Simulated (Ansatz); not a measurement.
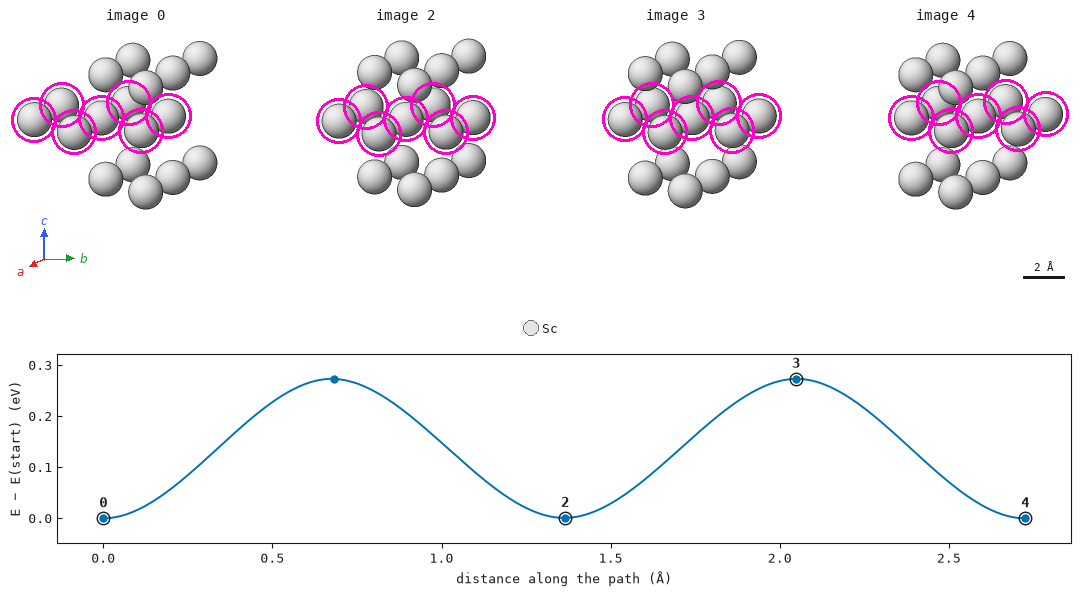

NEB run on a 2-atom cell of Sc (set up in P6_3/mmc). Images are numbered from 0 (start) to 4 (end). Style: spheres-only. Shown: the atoms within 4.7 Å of the middle of the path, slightly off an axis. The moving atom is ringed, with any periodic copies.

The calculation used DFT, LDA, all-electron LAPW, scalar-relativistic (Ansatz 0.2.0). Settings: plane-wave cutoff 233 eV; k-point mesh 8 × 8 × 4; Fermi-Dirac smearing 0.05 eV; 3 movable images; climbing image.

### Read off the barrier and say what moves.

The barrier is about 0.273 eV in both directions, with image 3 at the top; the ends have the same energy. The profile has 2 maxima (images 1, 3) with a dip at image 2 (0.001 eV), so the process runs in steps. The path has more than one stage, and so few images may leave a stage unresolved. A Sc atom travels furthest, 3.31 Å from end to end, along +b, on a path that bends up to 0.49 Å away from the straight line. At the highest image its nearest neighbour (Sc) is 3.11 Å away, against 3.26 Å at the start, and the surrounding atoms stand up to 0.24 Å off the mean of their end positions. The band converged in 6 iterations. The largest component of the band force went from 0.84 to 0.042 eV/Å. The climbing image converged on the top of the path. Its curvatures weren't checked.

Cost: 7.1 min on 4 threads of Arm Neoverse V1, with other jobs on the host, peak memory 1 GiB.
